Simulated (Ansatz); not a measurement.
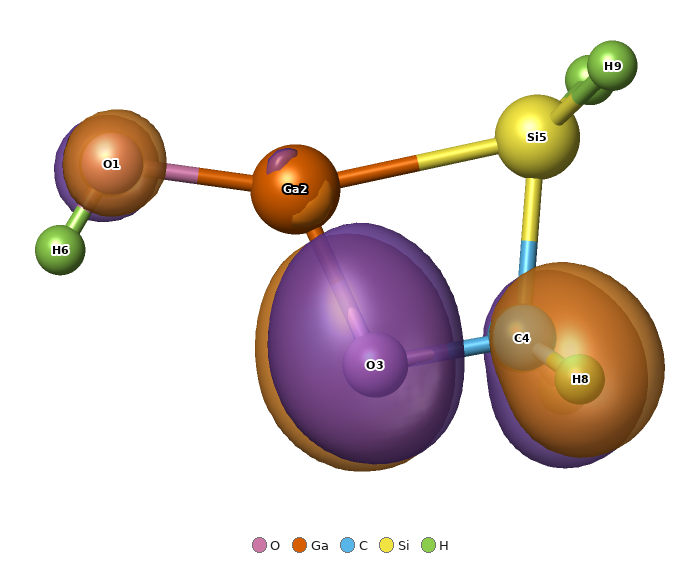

CH₅GaO₂Si (SMILES [OH][Ga]1[O]C[SiH2]1). The HOMO−1 at ±0.1 Å⁻³ᐟ² (orange and purple are the two phases), seen across its widest extent.

Geometry: PBE0-D4/def2-TZVP.

These are results of Ansatz, RKS PBE0-D4/def2-TZVPP, not measurements.

```xyz
10

O    -2.9233    0.9418   -0.0476
Ga   -1.1945    0.5474   -0.0009
O    -0.5775   -1.1776   -0.1649
C     0.8414   -1.0466   -0.0754
Si    1.1552    0.8371    0.1571
H    -3.4855    0.1713   -0.1651
H     1.3208   -1.4279   -0.9853
H     1.2287   -1.6293    0.7694
H     1.7529    1.2543    1.4555
H     1.8817    1.5296   -0.9428
```

### What is the character of this orbital?

Its weight (Hirshfeld) is mainly on O3 (about 60 %), C4 (about 10 %), Ga2 (about 10 %), H7 (about 5 %) and H8 (about 5 %). Its energy is −7.70 eV.
